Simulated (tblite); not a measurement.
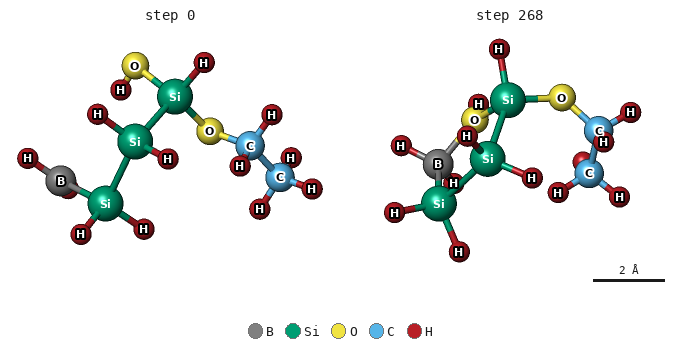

The structure of C2H13BO2Si3 before (left) and after (right) a relaxation, at one scale.

A ball-and-stick model, seen at a tilt.

The calculation used tblite 0.8.0, GFN2-xTB geometry optimisation, gas phase. 

**Describe what moved and what it gained.**

An O atom moves most after the best rigid fit: 1.54 Å. Largest moves by element: O 1.54 Å, H 1.46 Å, B 1.20 Å, C 0.88 Å, Si 0.68 Å. Near-neighbour distances that change, for instance: B–O 3.888 → 1.653 Å, Si–Si 2.241 → 2.351 Å, O–Si 1.728 → 1.627 Å, Si–Si 2.238 → 2.306 Å. New bonds form: B–O (3.89 → 1.65 Å). Among the angles between lasting bonds that change: Si–Si–H 108.8° → 136.0°, Si–O–C 109.2° → 130.9°, O–Si–H 110.4° → 94.9°. Groups turn about C–O by about 110°, O–Si by about 110°, O–Si by about 105°. After 268 geometry steps the energy has fallen by 1.461 eV.
